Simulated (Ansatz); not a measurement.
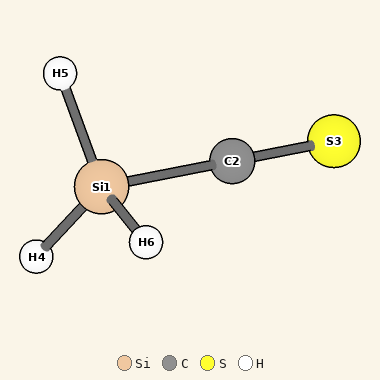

The system is CH₃SSi, SMILES [SiH3][C+]=S, charge +1; the picture shows the reference structure. 
- The first coordinate is: angle C2–Si1–H5; the second: angle H4–Si1–H5.
- Nothing is relaxed (all other coordinates rigid).
- The grid has 15 × 15 points.
- Points are written as (first, second).
- All energies are given in kJ/mol relative to the lowest grid point.
- These are results of Ansatz, RKS PBE0-D4/def2-TZVP, not measurements.

Its coordinates:

```xyz
6

Si   -0.4089    0.5093   -0.3314
C     0.6573   -0.8194    0.5327
S     1.4871   -1.8528    1.2051
H    -1.5482   -0.2885   -0.8259
H     0.5168    1.0185   -1.3624
H    -0.7042    1.4329    0.7817
```

Range: angle C2–Si1–H5 from 76.9 to 126.9°; angle H4–Si1–H5 from 90.9 to 140.9°.

What will the energy surface look like?

The lowest grid point is at (101.9°, 115.9°). It is the only kind of minimum in the scanned range. The highest grid point, (126.9°, 140.9°), lies 87.6 kJ/mol above the lowest. Round the minimum the two coordinates are weakly coupled (coupling 0.08 in units of the two stiffnesses).

```csv
"angle H4–Si1–H5 ↓, angle C2–Si1–H5 →",76.9,80.4,84.0,87.6,91.2,94.7,98.3,101.9,105.4,109.0,112.6,116.2,119.7,123.3,126.9
140.9,71.0,60.5,51.6,44.7,39.7,36.6,35.3,35.7,37.8,41.7,47.4,54.8,63.8,74.8,87.6
137.3,62.1,51.6,42.7,35.8,30.7,27.5,25.9,26.2,28.0,31.6,36.9,43.9,52.3,62.8,74.9
133.7,54.5,44.1,35.2,28.2,23.1,19.8,18.1,18.1,19.7,23.0,27.9,34.5,42.5,52.3,63.9
130.2,48.4,38.1,29.3,22.3,17.1,13.7,11.9,11.7,13.1,16.1,20.7,26.8,34.4,43.8,54.8
126.6,43.6,33.3,24.5,17.6,12.3,8.8,6.9,6.6,7.7,10.5,14.7,20.6,27.7,36.6,47.1
123.0,40.1,29.9,21.2,14.2,9.0,5.4,3.4,2.9,3.9,6.4,10.4,15.8,22.6,31.0,41.0
119.4,37.9,27.9,19.2,12.3,7.0,3.5,1.3,0.7,1.5,3.8,7.6,12.7,19.1,27.2,36.7
115.9,37.1,27.2,18.7,11.8,6.5,2.9,0.7,0.0,0.7,2.8,6.3,11.2,17.3,25.0,34.1
112.3,37.6,27.8,19.4,12.6,7.4,3.8,1.5,0.7,1.3,3.2,6.6,11.2,17.0,24.4,33.1
108.7,39.5,29.9,21.6,14.9,9.7,6.1,3.8,2.9,3.4,5.2,8.4,12.8,18.4,25.5,33.8
105.2,42.5,33.1,25.0,18.4,13.3,9.7,7.4,6.5,6.9,8.6,11.7,15.9,21.3,28.1,36.2
101.6,47.0,37.8,29.9,23.4,18.4,14.9,12.6,11.7,12.1,13.7,16.6,20.7,25.9,32.5,40.3
98.0,52.8,43.9,36.1,29.8,24.9,21.4,19.2,18.3,18.7,20.3,23.1,27.1,32.2,38.6,46.2
94.4,59.9,51.2,43.7,37.6,32.8,29.5,27.3,26.5,26.9,28.4,31.2,35.2,40.2,46.4,53.9
90.9,68.1,59.6,52.4,46.4,41.8,38.6,36.6,35.8,36.3,37.9,40.6,44.6,49.5,55.7,63.0
```

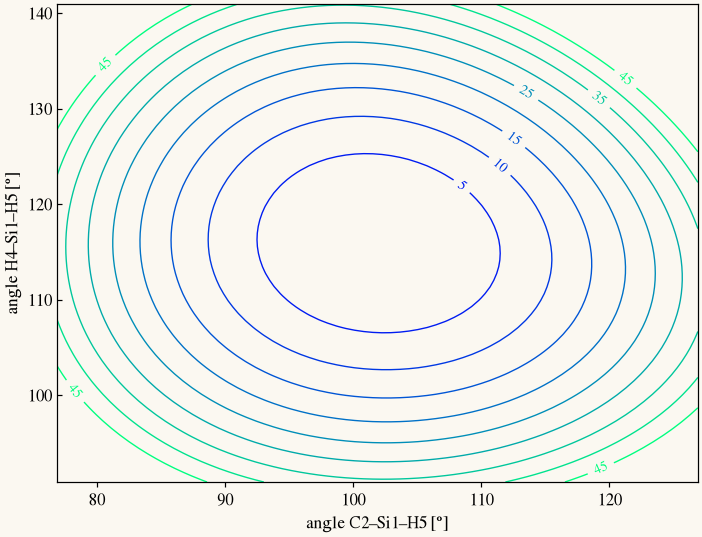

Drawn: contour lines labelled in kJ/mol (none above 45). Between grid points the surface is interpolated.

Each point was launched as `ansatz run input.yaml --threads 1 --pin off --max-ram 2560MiB --backend cpu --events-out ev --progress --plain --runs-dir out`. The whole map (225 points run) took 6.9 min on 1 thread of Intel(R) Xeon(R) 6975P-C (Granite Rapids) (shared host).
